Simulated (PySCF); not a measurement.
## Run report: C5H5B3F2, excited-state calculation

System: C5H5B3F2, SMILES C#CC#CBBCB(F)F.
Method: TDDFT CAM-B3LYP/def2-SVPD, vertical, gas phase, core orbitals frozen in the response (PySCF 2.14.0).

The geometry comes from this level: GFN2-xTB. It belongs to a series of runs on one base structure; here: BH inserted into a C-B bond.

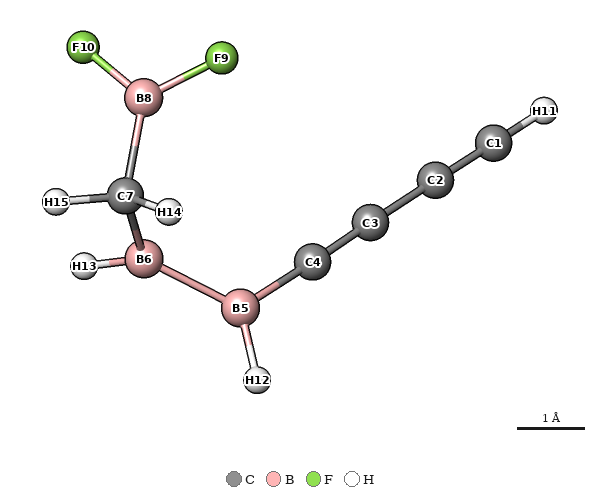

The structure as given in the input (ball-and-stick view, seen at a tilt; atoms are numbered from 1 in the order of the input). Bond lengths as drawn: B–B 1.64 Å, B–C 1.49 to 1.59 Å, B–F 1.32 Å, B–H 1.18 Å, C–C 1.21 to 1.35 Å and C–H 1.05 to 1.09 Å.

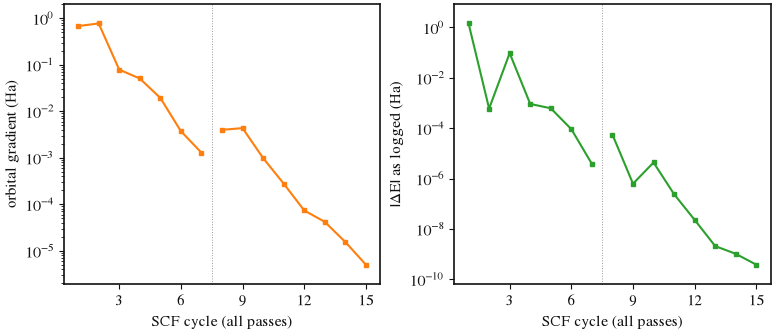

Convergence of the self-consistent field: orbital gradient and size of the energy change against the SCF cycle. The dotted line marks the change from a coarse to the final integration grid. The first 7 cycles use a coarse grid, the final grid takes over at cycle 8, and the field converges after 15 cycles in all.

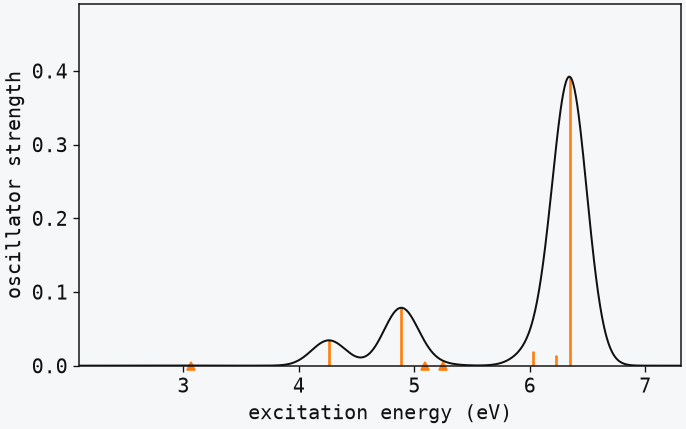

Computed excitations as sticks (degenerate states added up, dark ones marked on the axis), with a Gaussian envelope of 0.35 eV full width at half maximum, scaled to the tallest. Of the 8 states the lowest lies at 3.06 eV (f = 0.000); the strongest line is at 6.35 eV, or 195 nm (f = 0.392).

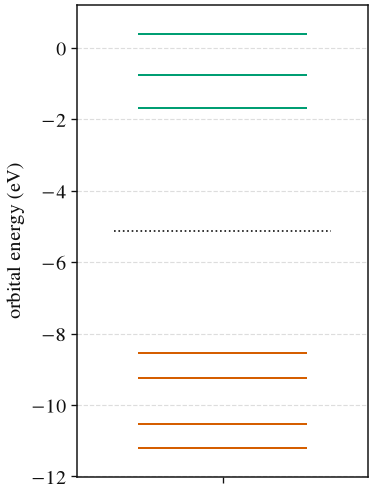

Orbital energies near the frontier; the dotted line parts filled from empty levels, and levels within 0.02 eV of each other stand side by side. Highest filled −8.55 eV, lowest empty −1.69 eV, 6.86 eV apart.

The input and output of the run follow.

### Input
```
{"job": {"kind": "uv", "xc": "CAM-B3LYP", "basis": "def2-SVPD", "nstates": 8, "ntriplets": 3}, "charge": 0, "multiplicity": 1}
C      1.512985    -1.906535    -3.898837
C      1.399281    -1.592317    -2.739090
C      1.279414    -1.250254    -1.434857
C      1.189499    -0.951312    -0.255438
B      1.045239    -0.575895     1.178449
B     -0.409556    -0.106576     1.768183
C     -0.885950     1.413755     1.743311
B     -1.748315     1.599088     0.447866
F     -1.243094     2.007471    -0.701714
F     -3.041301     1.337320     0.391225
H      1.608685    -2.176347    -4.907400
H      2.018783    -0.652880     1.835890
H     -1.184725    -0.868289     2.217413
H     -0.043523     2.102596     1.717600
H     -1.501835     1.628165     2.615487
```

The first line tells a small driver script what to run in PySCF; the rest is the geometry in Å.

Run as:
```bash
OMP_NUM_THREADS=1 python <driver script> task.json out
```

### Output
```
coarse grid: 13960 points
cycle   1  E = -467.0387908231  dE =  1.444e+00  |g| = 6.760e-01  |ddm| = 3.393e+01
cycle   2  E = -467.0393914913  dE = -6.007e-04  |g| = 7.710e-01  |ddm| = 3.638e+00
cycle   3  E = -467.1344525336  dE = -9.506e-02  |g| = 7.829e-02  |ddm| = 1.113e+00
cycle   4  E = -467.1353713186  dE = -9.188e-04  |g| = 5.051e-02  |ddm| = 3.845e-01
cycle   5  E = -467.1359876339  dE = -6.163e-04  |g| = 1.930e-02  |ddm| = 2.526e-01
cycle   6  E = -467.1360789430  dE = -9.131e-05  |g| = 3.725e-03  |ddm| = 7.051e-02
cycle   7  E = -467.1360827558  dE = -3.813e-06  |g| = 1.283e-03  |ddm| = 2.038e-02
final grid: 139736 points
cycle   8  E = -467.2167417470  dE = -5.546e-05  |g| = 3.982e-03  |ddm| = 2.961e-01
cycle   9  E = -467.2167411247  dE =  6.223e-07  |g| = 4.331e-03  |ddm| = 2.990e-02
cycle  10  E = -467.2167454633  dE = -4.339e-06  |g| = 9.834e-04  |ddm| = 1.052e-02
cycle  11  E = -467.2167457011  dE = -2.378e-07  |g| = 2.779e-04  |ddm| = 2.969e-03
cycle  12  E = -467.2167457238  dE = -2.273e-08  |g| = 7.355e-05  |ddm| = 9.599e-04
cycle  13  E = -467.2167457259  dE = -2.071e-09  |g| = 4.180e-05  |ddm| = 4.572e-04
cycle  14  E = -467.2167457269  dE = -1.021e-09  |g| = 1.544e-05  |ddm| = 2.659e-04
cycle  15  E = -467.2167457273  dE = -3.781e-10  |g| = 5.016e-06  |ddm| = 1.440e-04
converged SCF energy = -467.2167457273

Static polarisability (au): isotropic 107.838, principal 69.228 82.654 171.632

Singlet excitations
state   eV       nm        f      main configurations
  1   3.0613    405.0   0.00018   H->L 0.96
  2   4.2597    291.1   0.03546   H-1->L 0.59, H->L+1 0.22, H->L+2 0.15
  3   4.8839    253.9   0.08003   H->L+1 0.49, H-2->L+1 0.26, H->L+2 0.11
  4   5.0962    243.3   0.00265   H-2->L 0.51, H-1->L+2 0.19, H-1->L+1 0.15
  5   5.2441    236.4   0.00133   H-1->L+2 0.32, H-2->L 0.30, H-1->L+1 0.30
  6   6.0249    205.8   0.01974   H-3->L+1 0.41, H-1->L+2 0.24, H-1->L+1 0.22
  7   6.2249    199.2   0.01462   H-4->L 0.48, H->L+6 0.10
  8   6.3472    195.3   0.39217   H-2->L+1 0.41, H->L+1 0.21, H-1->L 0.09

Triplet excitations (Tamm-Dancoff, eV): 2.8034 3.1914 3.8746
```

### Summary

| quantity | value |
| --- | --- |
| outcome | converged |
| total energy | −467.216746 hartree |
| HOMO | −8.55 eV |
| LUMO | −1.69 eV |
| dipole moment | 1.03 D |
| mean polarisability | 107.84 a.u. |
| lowest singlet excitation | 3.06 eV |
| hardware | 1 CPU thread, shared host |
| wall time | 2.1 min |
| peak memory | 1.2 GiB |
